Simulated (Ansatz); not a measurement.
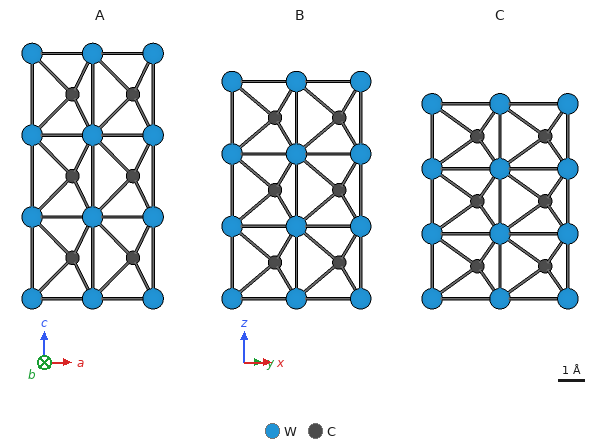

Energy scan for crystalline WC (P-6m2), in which the ratio of the cell's length along z to its lengths across, counted as 1 for the reference, is changed at fixed volume (a c/a path), with the atoms kept at their fractional coordinates. x, y and z are the Cartesian axes of the input. A ball-and-stick model of the cell of the calculation, repeated 2 × 2 × 3 with one cell outlined, seen along the b axis.

Theory: Ansatz, DFT r2SCAN, scalar-relativistic, plane waves, PAW. (plane-wave cutoff 500 eV; k-point mesh 21 × 21 × 18; occupations gaussian; smearing width 0.15 eV; no spin polarisation). Energies (free energies at the smearing named) are counted from the cell as listed in its source, which wasn't relaxed.

Question: Order these geometries by energy, lowest first.

Answer: Lowest first: B (the relative ratio 1.00, 0 meV/atom), C (the relative ratio 0.85, 448 meV/atom), A (the relative ratio 1.20, 518 meV/atom). Over the whole scan: the lowest computed point lies at the relative ratio 1.00 (0 meV/atom). At the ends of the scan the energy is 448 meV/atom (0.85) and 518 meV/atom (1.20). The unrelaxed reference is under a pressure of 4.3 GPa. The distortion keeps the space group P-6m2. At the relative ratio 1.20 the cell of the drawing goes a 2.901 → 2.729 Å, b 2.901 → 2.729 Å, c 2.829 → 3.195 Å.
